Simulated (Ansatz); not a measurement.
**RPA@PBE0/cc-pVDZ run of CHClFGeN (SMILES N#[C][GeH]([F])[Cl])**

Aim: the vertical singlet–triplet gap of CHClFGeN at RPA@PBE0/cc-pVDZ, from 2 runs. 

The calculation is run with Ansatz 0.2.0.

154 further runs of the same task are left out: 1 that didn't finish, 153 set aside as unsound or not needed.

### Step 1. The system as given

CHClFGeN: 6 atoms, total charge 0, spin state singlet. SMILES: `N#[C][GeH]([F])[Cl]`. The coordinates come from a PBE0-D4/def2-TZVP relaxation.

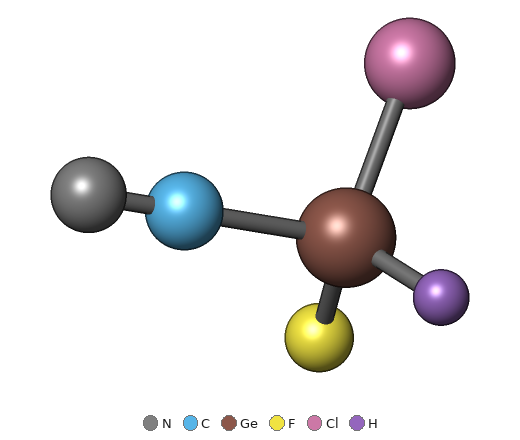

Viewed from a chosen angle; nitrogen grey, carbon blue, germanium brown, fluorine yellow, chlorine pink, hydrogen purple.

### Step 2. A single-point energy at RPA@PBE0/cc-pVDZ

in.yaml

```yaml
crystal:
  periodic: [false, false, false]
  atoms:
    - {symbol: "N", position_ang: [-1.036900, -2.307000, 0.030700]}
    - {symbol: C, position_ang: [-0.544000, -1.267300, 0.040100]}
    - {symbol: Ge, position_ang: [0.237100, 0.477900, 0.107700]}
    - {symbol: F, position_ang: [1.896000, 0.253800, -0.276600]}
    - {symbol: Cl, position_ang: [-0.627600, 1.648100, -1.423900]}
    - {symbol: H, position_ang: [0.117300, 1.130400, 1.475800]}
basis:
  gaussian:
    orbitals: cc-pVDZ
accuracy: high
hamiltonian:
  xc: {name: PBE0}
correlation:
  method: rpa
  frozen_orbitals: {C: 1, Cl: 5, F: 1, Ge: 9, H: 0, "N": 1}
total_charge: 0
```

Run with:

```
ansatz run in.yaml --threads 1 --pin off --max-ram 3480MiB --events-out events.jsonl --progress --plain --runs-dir runs
```

What it wrote:

```text
Warning: RAYON_NUM_THREADS=1 ignored (pool sized by the plan → 1); use --threads N
Functional definition: PBE0
  name "PBE0"
  parameter a = 0.25
  parameter kappa = 0.804
  parameter beta = 0.06672455060314922
  exchange = (1 - a)*pbe_x(kappa = kappa, mu = beta*pi^2/3) + a*exact_x
  correlation = pbe_c(beta = beta)
2015 factors; integrals over basis functions are off by at most 4.4e-9 eV
mean field evaluation 1: about -74280.4240 eV, gradient 4.6e1 eV
mean field evaluation 2: about -74280.6162 eV, gradient 4.6e1 eV
mean field evaluation 4: about -74284.4821 eV, gradient 1.5e1 eV
mean field evaluation 8: about -74284.9939 eV, gradient 2.9e-1 eV
mean field evaluation 16: about -74285.0014 eV, gradient 1.5e-4 eV
mean field -74285.00139054 eV, -2729.9234489199 hartree, gradient 4.5e-8 eV, S^2 0.000000; 0 other end points of the search recorded, 0 dependent functions left out
17 core orbitals not correlated: weight in the atoms' cores, before any rotation towards them, 1.000 or more for the frozen orbitals, at most 0.000 for the correlated occupied ones
reference -74211.70260726 eV, -2727.2297683182 hartree; 19, 19 occupied and 56, 56 virtual orbitals, 2015 factors
Total energy: -74238.13678097 eV, -2728.2012062842 hartree
```

Wall time 20 s (1 thread of Arm Neoverse V1, shared host); peak memory 0.36 GiB.

### Step 3. The triplet, same level

run.yaml

```yaml
crystal:
  periodic: [false, false, false]
  atoms:
    - {symbol: "N", position_ang: [-1.036900, -2.307000, 0.030700]}
    - {symbol: C, position_ang: [-0.544000, -1.267300, 0.040100]}
    - {symbol: Ge, position_ang: [0.237100, 0.477900, 0.107700]}
    - {symbol: F, position_ang: [1.896000, 0.253800, -0.276600]}
    - {symbol: Cl, position_ang: [-0.627600, 1.648100, -1.423900]}
    - {symbol: H, position_ang: [0.117300, 1.130400, 1.475800]}
basis:
  gaussian: {orbitals: cc-pVDZ}
correlation: {method: rpa, frozen_orbitals: {C: 1, Cl: 5, F: 1, Ge: 9, H: 0, "N": 1}}
accuracy: high
hamiltonian: {xc: pbe0}
magnetization: {spin_polarized: true, initial_magnetization: 2}
```

Run with:

```
ansatz run run.yaml --threads 1 --pin off --max-ram 3480MiB --events-out events.jsonl --progress --plain --runs-dir runs
```

What it wrote, shortened:

```text
Warning: RAYON_NUM_THREADS=1 ignored (pool sized by the plan → 1); use --threads N
Functional definition: PBE0
  name "PBE0"
[...]
2015 factors; integrals over basis functions are off by at most 4.4e-9 eV
[...]
mean field -74278.99126652 eV, -2729.7025809361 hartree, gradient 1.6e-8 eV, S^2 2.005424; 4 other end points of the search recorded, 0 dependent functions left out
17 core orbitals not correlated: weight in the atoms' cores, before any rotation towards them, 1.000 or more for the frozen orbitals, at most 0.000 for the correlated occupied ones
reference -74206.50412193 eV, -2727.0387275058 hartree; 20, 18 occupied and 55, 57 virtual orbitals, 2015 factors
Total energy: -74231.74019801 eV, -2727.9661361961 hartree
```

It took 80 s on 1 thread of Arm Neoverse V1, shared host; peak memory 0.81 GiB.

### Step 4. Outcome

Level: RPA@PBE0/cc-pVDZ, 17 core orbitals frozen.

| quantity | value |
| --- | --- |
| singlet: total energy | -2728.20121 Eh |
| singlet: RPA correlation energy (valence) | -971.4 mEh |
| triplet: total energy | -2727.96614 Eh |
| triplet: RPA correlation energy (valence) | -927.4 mEh |
| triplet: ⟨S²⟩ of the reference determinant | 2.005 |
| vertical energy of the triplet above the singlet | 6.397 eV |

What this shows: At this shape the triplet lies 6.40 eV (148 kcal/mol) above the singlet.
